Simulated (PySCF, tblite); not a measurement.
# C₁₂H₃₀Si₁₁: electronic excitations, NMR shifts

Aim: compute the electronic excitations, NMR shifts of C₁₂H₃₀Si₁₁.

Programs: tblite 0.8.0 and PySCF 2.14.0, with routines of our own; each step states its level. All values are computed. Atoms count from 0.

### 1 The starting structure

53 atoms, charge 0, multiplicity 1; geometry from: force field, distance geometry or constructed start.

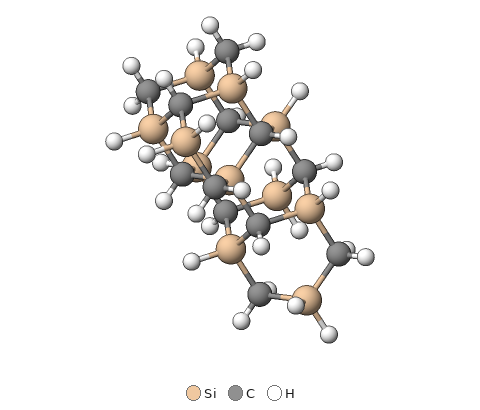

The starting geometry (silicon light orange, carbon grey, hydrogen white).

### 2 Optimising the geometry with GFN2-xTB

What the job is given:

```
{"job": {"kind": "relax", "xc": "GFN2-xTB", "basis": "xTB"}, "charge": 0, "multiplicity": 1}
Si     1.546400    -0.381800    -2.209300
C      1.538300    -0.377400    -4.102500
Si    -1.536300    -0.382300    -2.206700
Si    -0.000700    -1.265600     0.303400
C     -1.542500    -0.381200    -4.092200
C     -0.003300    -1.270500    -1.580900
Si     0.000100    -1.268300    -4.728200
Si     1.544900    -0.377300     2.828300
C      1.544200    -0.382100     0.938500
Si    -1.544300    -0.380800     2.828400
C     -1.543600    -0.381200     0.936800
C     -0.002500    -1.272000     3.456100
Si    -0.003400    -3.049200     2.831800
C      0.002200    -3.050500     0.936200
Si    -0.002200     2.295100    -2.207500
Si     1.539600     1.400600     0.315900
C      1.541900     1.401900    -1.577400
Si    -1.542600     1.396600     0.308600
C     -1.542100     1.401800    -1.575800
Si     0.002800     2.290900     2.829500
C     -0.002300     2.293800     0.940400
C      1.540600     1.401500     3.455900
C     -1.538100     1.404600     3.462700
H      2.713000    -1.063100    -1.729200
H      2.432000    -0.891200    -4.458000
H      1.535400     0.646800    -4.456400
H     -2.716500    -1.056500    -1.728400
H     -2.432100    -0.893200    -4.457700
H     -1.540900     0.648100    -4.460900
H      0.001100    -2.297200    -1.938300
H      0.003600    -1.269400    -6.166000
H     -0.001900    -2.626300    -4.244700
H      2.716200    -1.058700     3.304900
H      2.433600    -0.895100     0.579300
H     -2.716000    -1.057000     3.303500
H     -2.431000    -0.891600     0.572700
H     -0.000800    -1.269900     4.542000
H      1.176700    -3.726300     3.304200
H     -1.174700    -3.732700     3.306700
H      0.885200    -3.560400     0.576800
H     -0.890100    -3.566100     0.579400
H      0.005900     3.642000    -1.724000
H      0.004900     2.291000    -3.651300
H      2.719800     2.078300     0.787800
H      2.427800     1.915500    -1.939300
H     -2.719100     2.080400     0.786200
H     -2.429100     1.913900    -1.942300
H     -0.000300     3.650200     3.309100
H      0.001600     3.318000     0.575800
H      2.433400     1.914500     3.094800
H      1.540600     1.392700     4.549200
H     -2.424900     1.915100     3.092500
H     -1.541900     1.399600     4.546200
```

The run is started by

```bash
> OMP_NUM_THREADS=2 python large_run.py task.json out
```

This one command runs all jobs of the session in turn.

Standard output:

```text
step      E/eV     max force
  0   -1630.86282    1.027
  1   -1631.00979    0.593
  2   -1631.11080    0.440
  3   -1631.17875    0.561
  4   -1631.24836    0.442
  5   -1631.28533    0.285
  6   -1631.30618    0.218
  7   -1631.32083    0.261
  8   -1631.33983    0.330
  9   -1631.36341    0.271
 10   -1631.38221    0.187
 11   -1631.39390    0.171
 12   -1631.40384    0.190
 13   -1631.41362    0.203
 14   -1631.42209    0.137
 15   -1631.42823    0.120
 16   -1631.43276    0.105
 17   -1631.43686    0.100
 18   -1631.44050    0.111
 19   -1631.44326    0.100
 20   -1631.44527    0.077
 21   -1631.44687    0.078
 22   -1631.44824    0.068
 23   -1631.44947    0.083
 24   -1631.45077    0.071
 25   -1631.45216    0.075
 26   -1631.45336    0.069
 27   -1631.45419    0.061
 28   -1631.45486    0.050
 29   -1631.45564    0.071
 30   -1631.45652    0.069
 31   -1631.45729    0.050
 32   -1631.45781    0.049
 33   -1631.45821    0.041
 34   -1631.45865    0.044
 35   -1631.45913    0.049
 36   -1631.45956    0.036
 37   -1631.45994    0.037
 38   -1631.46031    0.032
 39   -1631.46066    0.034
 40   -1631.46093    0.028
 41   -1631.46115    0.028
 42   -1631.46139    0.028
 43   -1631.46170    0.032
 44   -1631.46204    0.029
 45   -1631.46232    0.027
 46   -1631.46254    0.029
 47   -1631.46273    0.024
 48   -1631.46291    0.026
 49   -1631.46309    0.023
 50   -1631.46327    0.029
 51   -1631.46346    0.027
 52   -1631.46366    0.027
 53   -1631.46384    0.025
 54   -1631.46399    0.020
 55   -1631.46412    0.025
 56   -1631.46426    0.025
 57   -1631.46443    0.026
 58   -1631.46461    0.024
 59   -1631.46476    0.023
 60   -1631.46489    0.020
 61   -1631.46501    0.022
 62   -1631.46511    0.017
```

It took 7.5 s on 2 threads of Arm Neoverse N1, shared host; peak memory 0.16 GiB.

The steps of the relaxation:

```
step  energy from step 0 (eV)  largest force (eV/Å)
   0                   0.0000                1.0277
   1                  -0.1470                0.5928
   2                  -0.2480                0.4398
   3                  -0.3159                0.5608
   4                  -0.3855                0.4420
   5                  -0.4225                0.2846
   6                  -0.4434                0.2183
   7                  -0.4580                0.2614
   8                  -0.4770                0.3300
  12                  -0.5410                0.1897
  17                  -0.5740                0.0996
  21                  -0.5840                0.0785
  26                  -0.5905                0.0690
  30                  -0.5937                0.0690
  35                  -0.5963                0.0487
  39                  -0.5978                0.0330
  44                  -0.5992                0.0291
  48                  -0.6001                0.0256
  53                  -0.6010                0.0248
  58                  -0.6018                0.0242
  59                  -0.6019                0.0231
  60                  -0.6021                0.0200
  61                  -0.6022                0.0218
  62                  -0.6023                0.0167
```

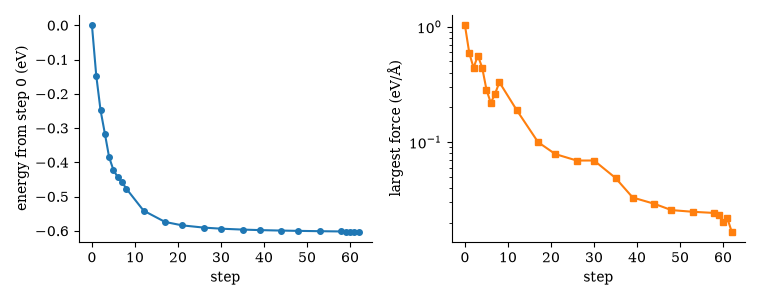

Energy and force, step by step.

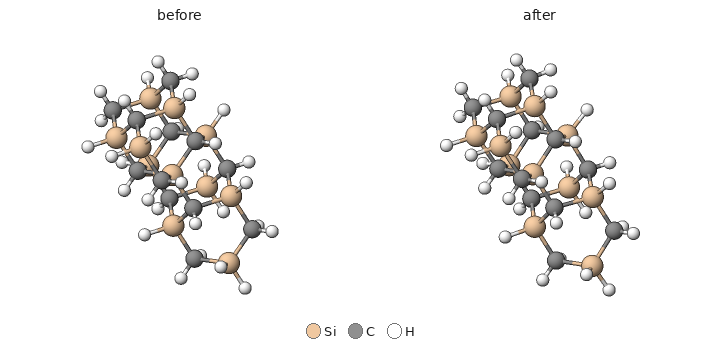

The geometry before (left) and after (right).

Distances of close pairs at the start and the end, largest changes first:

```
    bond  before (Å)  after (Å)  change (Å)
 Si0–H23       1.434      1.488      +0.054
 Si9–H34       1.434      1.486      +0.052
 Si7–H32       1.436      1.486      +0.050
Si15–H43       1.440      1.489      +0.049
Si14–H41       1.431      1.479      +0.048
 Si2–H26       1.441      1.488      +0.047
Si17–H45       1.442      1.489      +0.047
Si19–H47       1.441      1.485      +0.043
```

The next job starts from the end point, and lists it.

### 3 Electronic excitations: TDA PBE0/def2-SVP

What the job is given:

```
{"job": {"kind": "uv", "basis": "def2-SVP", "grid": 1, "kgrid": 0, "vcut": 1.5, "nstates": 6, "ntriplets": 2, "tda": true, "delta": ["ip_vertical"], "pop": true, "xc": "PBE0"}, "charge": 0, "multiplicity": 1}
Si     1.548531    -0.403920    -2.271984
C      1.552218    -0.448454    -4.179302
Si    -1.548247    -0.403017    -2.272045
Si    -0.000232    -1.263016     0.330306
C     -1.552057    -0.447742    -4.179189
C     -0.000137    -1.259226    -1.579808
Si    -0.000166    -1.224091    -4.936587
Si     1.555898    -0.371644     2.908487
C      1.528418    -0.334929     1.003742
Si    -1.555750    -0.370811     2.908198
C     -1.528257    -0.333961     1.003640
C     -0.000251    -1.294380     3.507038
Si    -0.000553    -3.087465     2.898332
C     -0.000865    -3.049130     1.001787
Si     0.000534     2.310103    -2.284285
Si     1.550741     1.428712     0.296351
C      1.512558     1.382039    -1.614968
Si    -1.549775     1.429409     0.296146
C     -1.511636     1.382608    -1.614880
Si     0.000522     2.336448     2.902867
C      0.000529     2.286617     0.997060
C      1.510840     1.405934     3.580168
C     -1.509985     1.406437     3.580142
H      2.784403    -1.097954    -1.819570
H      2.422220    -0.998984    -4.530070
H      1.669117     0.565240    -4.556909
H     -2.784341    -1.096626    -1.819848
H     -2.422248    -0.997841    -4.530044
H     -1.668473     0.565890    -4.556900
H     -0.000038    -2.291902    -1.926392
H     -0.000038    -1.047457    -6.401720
H     -0.000378    -2.675695    -4.675750
H      2.784491    -1.049900     3.398495
H      2.420475    -0.847366     0.647745
H     -2.784276    -1.048709     3.398313
H     -2.420366    -0.846315     0.647855
H     -0.000101    -1.301911     4.596621
H      1.186637    -3.804881     3.399559
H     -1.187911    -3.804313     3.399991
H      0.867386    -3.583227     0.622817
H     -0.869887    -3.581996     0.622920
H      0.001306     3.724352    -1.850637
H      0.001015     2.379844    -3.760910
H      2.786108     2.154383     0.701628
H      2.404376     1.892382    -1.977455
H     -2.784590     2.155622     0.701596
H     -2.403119     1.893127    -1.977585
H      0.000842     3.741967     3.381883
H      0.001035     3.314887     0.639610
H      2.426392     1.923085     3.308290
H      1.475580     1.390272     4.666846
H     -2.425148     1.924122     3.308200
H     -1.474841     1.390906     4.666802
```

Level: TDA PBE0/def2-SVP, vertical, gas phase, core orbitals frozen in the response, virtual orbitals cut by energy.

Standard output:

```text
start: PBE on a coarse grid of 45993 points
cycle   1  E = -3655.2252080068  dE =  2.469e+00  |g| = 1.459e+00  |ddm| = 8.032e+00
cycle   2  E = -3654.1031747839  dE =  1.122e+00  |g| = 2.426e+00  |ddm| = 4.666e+00
cycle   3  E = -3655.7296361607  dE = -1.626e+00  |g| = 4.515e-01  |ddm| = 3.585e+00
cycle   4  E = -3655.7886485671  dE = -5.901e-02  |g| = 1.189e-01  |ddm| = 9.433e-01
cycle   5  E = -3655.7919601637  dE = -3.312e-03  |g| = 5.477e-02  |ddm| = 2.223e-01
cycle   6  E = -3655.7928171361  dE = -8.570e-04  |g| = 1.001e-02  |ddm| = 8.552e-02
cycle   7  E = -3655.7928448553  dE = -2.772e-05  |g| = 3.049e-03  |ddm| = 1.842e-02
final grid: 184168 points
cycle   8  E = -3656.8573531049  dE = -1.480e-02  |g| = 3.544e-02  |ddm| = 6.563e-01
cycle   9  E = -3656.8571992008  dE =  1.539e-04  |g| = 4.414e-02  |ddm| = 1.130e-01
cycle  10  E = -3656.8577216149  dE = -5.224e-04  |g| = 6.277e-03  |ddm| = 6.506e-02
cycle  11  E = -3656.8577332344  dE = -1.162e-05  |g| = 3.748e-03  |ddm| = 1.537e-02
cycle  12  E = -3656.8577350955  dE = -1.861e-06  |g| = 6.295e-04  |ddm| = 5.928e-03
cycle  13  E = -3656.8577375847  dE = -2.489e-06  |g| = 2.167e-04  |ddm| = 1.230e-03
cycle  14  E = -3656.8577363000  dE =  1.285e-06  |g| = 2.922e-05  |ddm| = 3.646e-04
converged SCF energy = -3656.8577363000
Vertical ionisation energy (delta-SCF) = 8.3827 eV   <S^2> = 0.753

Static polarisability (au): isotropic 346.405, principal 300.578 332.504 406.132

Singlet excitations
state   eV       nm        f      main configurations
  1   6.5358    189.7   0.00404   H->L 0.93
  2   6.6031    187.8   0.00000   H-1->L 0.95
  3   6.6671    186.0   0.00476   H-2->L 0.91
  4   6.7392    184.0   0.00512   H->L+1 0.75, H->L+2 0.15
  5   6.8739    180.4   0.00383   H->L+3 0.68, H-1->L+1 0.21
  6   6.8965    179.8   0.01571   H-1->L+1 0.72, H->L+3 0.19

Triplet excitations (Tamm-Dancoff, eV): 6.3648 6.4136
```

Wall time 9.4 min (2 threads of Arm Neoverse N1, shared host); peak memory 1.8 GiB.

The orbitals next to the gap, with their largest atomic shares:

| orbital | eV | atoms |
| --- | --- | --- |
| HOMO−4 | -7.80 | C5 9 %, C21 7 %, C22 7 % |
| HOMO−3 | -7.76 | C20 11 %, C22 11 %, C21 11 % |
| HOMO−2 | -7.37 | C5 11 %, C1 8 %, C4 8 % |
| HOMO−1 | -7.33 | C8 7 %, C10 7 %, C5 7 % |
| HOMO | -7.21 | C13 9 %, C11 8 %, C8 7 % |
| LUMO | 0.28 | Si17 11 %, Si15 11 %, Si3 10 % |
| LUMO+1 | 0.53 | Si15 7 %, Si17 7 %, Si3 6 % |
| LUMO+2 | 0.63 | Si2 8 %, Si0 8 %, Si14 8 % |
| LUMO+3 | 0.71 | Si9 14 %, Si7 14 %, Si12 10 % |

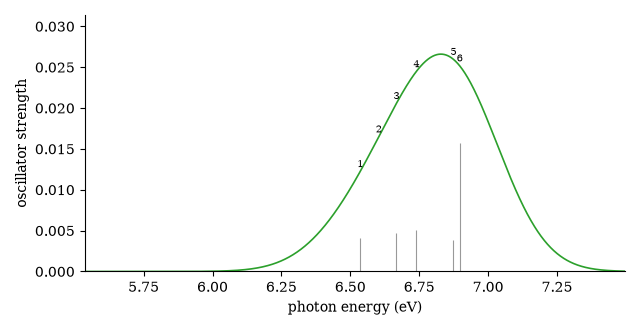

Absorption spectrum from the 6 singlet states computed; above the last one it falls off for lack of states. Lines are broadened to a width of 0.40 eV (Gaussian).

Ground-state properties from the same run:

```
           property  computed
  dipole moment (D)      0.56
polarisability (Å³)     51.33
 HOMO–LUMO gap (eV)      7.49
      −ε(HOMO) (eV)      7.21
```

(Part 1 of 2 ends here.)
